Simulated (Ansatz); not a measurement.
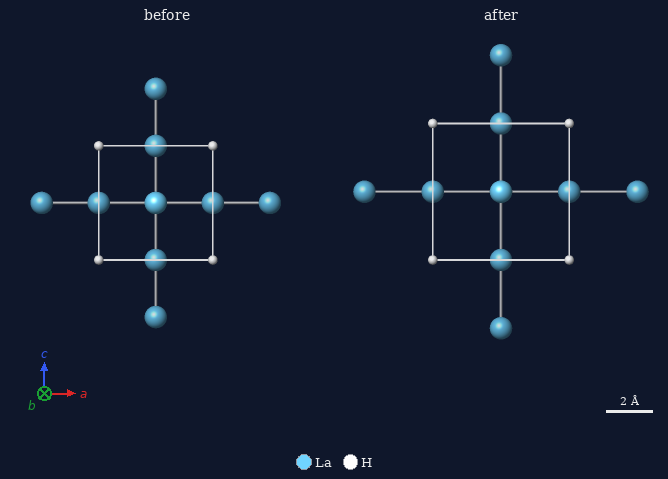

The structure of crystalline La4H (a generated structure, set up in Pm-3m) (coarse preliminary run) before (left) and after (right) a relaxation, at one scale.

Style: ball-and-stick. Shown: the cell of the calculation, along the b axis.

Theory: Ansatz, DFT PBE, scalar-relativistic, plane waves, PAW.

Input file:
```yaml
crystal:
  lattice:
    - [4.9721103, 0.0, 0.0]
    - [0.0, 4.9721103, 0.0]
    - [0.0, 0.0, 4.9721103]
  atoms:
    - { symbol: La, position: [0.5, 0.5, 0.5] }
    - { symbol: La, position: [0.0, 0.5, 0.5] }
    - { symbol: La, position: [0.5, 0.0, 0.5] }
    - { symbol: La, position: [0.5, 0.5, 0.0] }
    - { symbol: H, position: [0.0, 0.0, 0.0] }
basis:
  ecutwfc: 420
kpoints:
  mp_grid: { grid: [4, 4, 4] }
hamiltonian:
  xc: pbe
scf:
  occupations: { method: gaussian, width: 0.1 }
  lower_state_search: "off"
output:
  forces: true
  stress: true
  eigenvalues: true
relax:
  adjacent_minimum: "off"
  f_tol: 0.04
  max_steps: 70
  cell: { stress_tol: 0.4 }
```

Command:
```bash
ansatz run input.yaml --threads 1 --pin off --max-ram 2048MiB --backend cpu --events-out ev --progress --plain --runs-dir out
```

Question: Describe what moved and what it gained.

Answer: No atom moves by more than 0.005 Å relative to the cell. The volume changes by +71.2 %, with a = b = c 4.972 → 5.949 Å (+19.6 %). Among the contacts that change: La2–La3 3.516 → 4.206 Å, La1–La2 2.486 → 2.974 Å. The space group stays Pm-3m (No. 221). After 5 accepted moves (7 points after the start) the energy has fallen by 1203 meV per atom. All forces vanish by symmetry, so only the cell relaxes. Pressure: 37.29 GPa at the start and 0.21 GPa at the end. At 2 points the geometry stayed and the basis and grid were re-selected for the new cell (energy shift of 32.3 meV per atom at most each time).
